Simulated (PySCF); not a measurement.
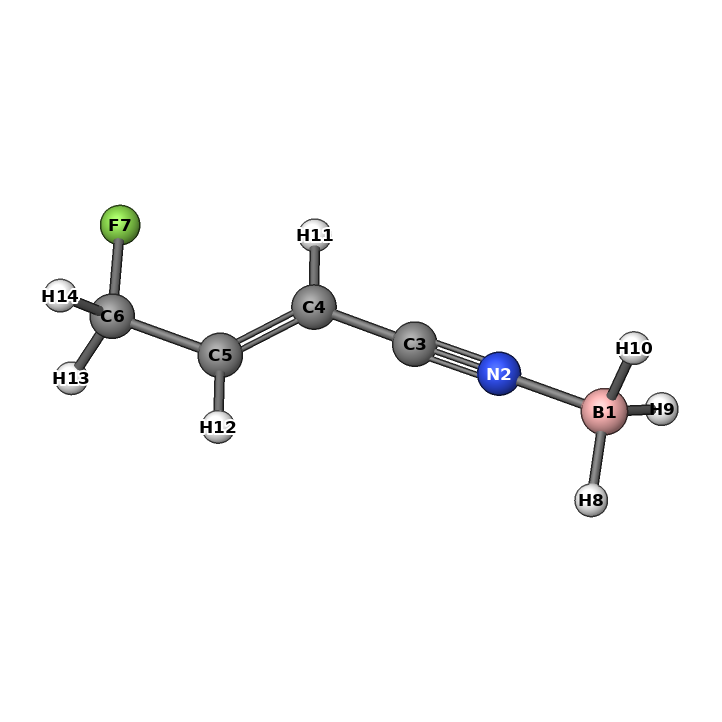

The questions are on isotropic NMR shieldings of the C atoms. The computed structure is the end point of a GFN2-xTB optimisation. No frequency run is at hand to confirm it as a minimum. Method: GIAO PBE0/pcSseg-1 NMR shielding, non-relativistic, gas phase (PySCF 2.14.0).

Give the isotropic NMR shieldings of the C atoms atom by atom.

| atom | σ (ppm) |
| --- | --- |
| C3 | 75.7 |
| C4 | 84.2 |
| C5 | 23.8 |
| C6 | 100.2 |

The geometry is semi-empirical. Around B such bond lengths and angles can be off by a tenth of an ångström or more and by several degrees, and values that hang on the shape move with them.
